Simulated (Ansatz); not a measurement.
# FH$_{5}$N$_{2}$OSi$_{2}$: what the fields show

```yaml
atoms:
  - { symbol: N, position_ang: [1.8310, 0.8644, -0.3760] }
  - { symbol: Si, position_ang: [0.1862, 0.8412, 0.0202] }
  - { symbol: N, position_ang: [-0.3125, -0.4558, 1.0731] }
  - { symbol: Si, position_ang: [-1.3931, -1.0466, -0.1222] }
  - { symbol: F, position_ang: [-1.0123, -2.4913, -0.7147] }
  - { symbol: O, position_ang: [-0.9076, 0.1975, -1.1063] }
  - { symbol: H, position_ang: [2.2978, 1.7087, -0.6584] }
  - { symbol: H, position_ang: [2.3377, 0.0367, -0.6408] }
  - { symbol: H, position_ang: [-0.1776, 2.2184, 0.3837] }
  - { symbol: H, position_ang: [-0.0220, -0.7579, 1.9837] }
  - { symbol: H, position_ang: [-2.8275, -1.1153, 0.1577] }
```

Computed with RKS BHLYP-D4/def2-SVP (Ansatz 0.2.0).

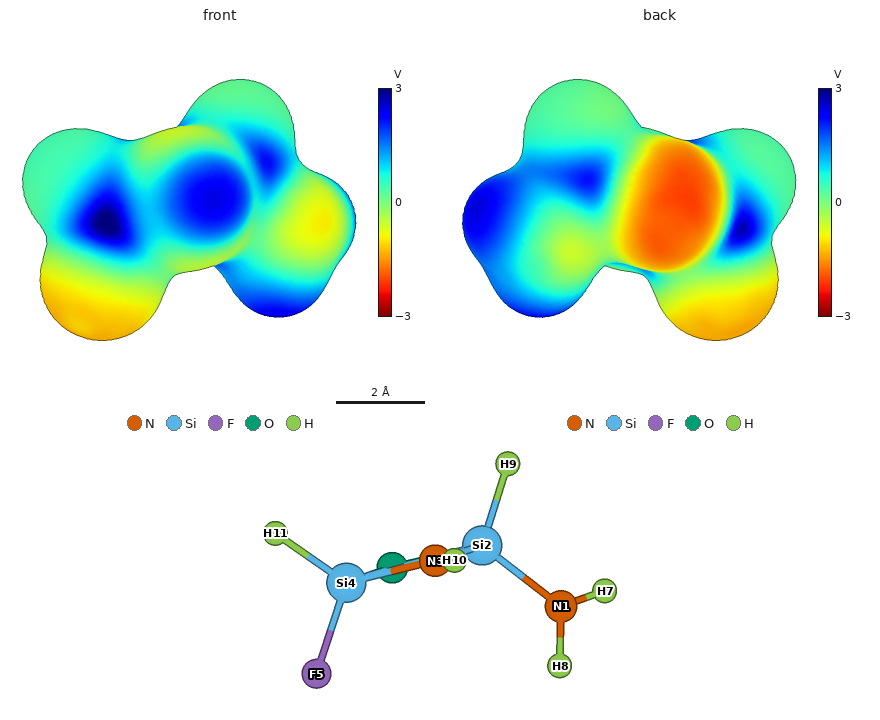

Figure 1. The molecular electrostatic potential painted on the density surface at 0.004 e/bohr³, seen from the front and from behind; the colour scale runs from red (negative) to blue (positive). The bare structure is drawn below in the same view.

Which sites attract a positive test charge, and which a negative one?

A positive charge is drawn to the negative regions and a negative charge to the positive ones. The most negative region (about −2.0 V, or −46 kcal/mol for a unit charge) lies over O6, the most positive (about +2.7 V, or +62 kcal/mol for a unit charge) over Si4. O6 is the likeliest acceptor of a hydrogen bond.

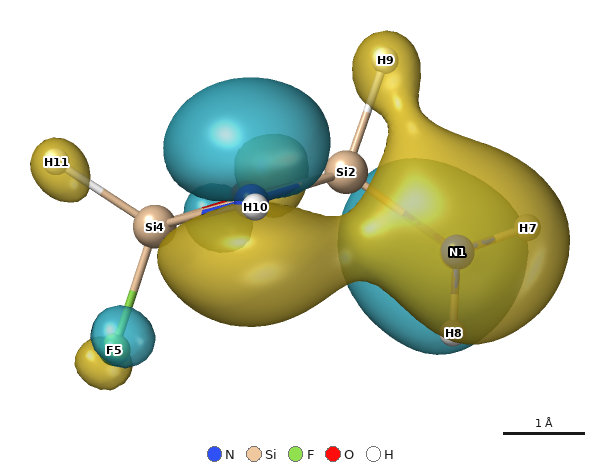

Figure 2. The HOMO−1 at ±0.08 Å⁻³ᐟ² (yellow and cyan are the two phases), seen across its widest extent.

Where does this orbital lie, and at what energy?

Its weight (Hirshfeld) is mainly on N1 (about 45 %) and N3 (about 25 %); largely a combination of lone pairs on N1 and N3. Its energy is −9.43 eV.

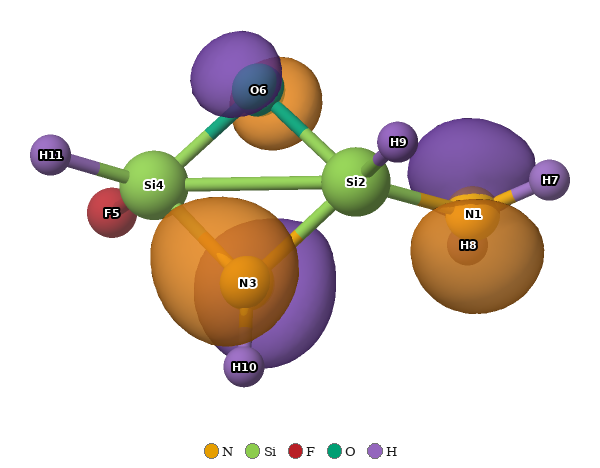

Figure 3. The HOMO at ±0.15 Å⁻³ᐟ² (orange and purple are the two phases), seen from one side.

Where does this orbital lie, and at what energy?

Its weight (Hirshfeld) is mainly on N3 (about 40 %), N1 (about 25 %) and O6 (about 10 %); largely a combination of lone pairs on N3, N1 and O6. Its energy is −9.06 eV.
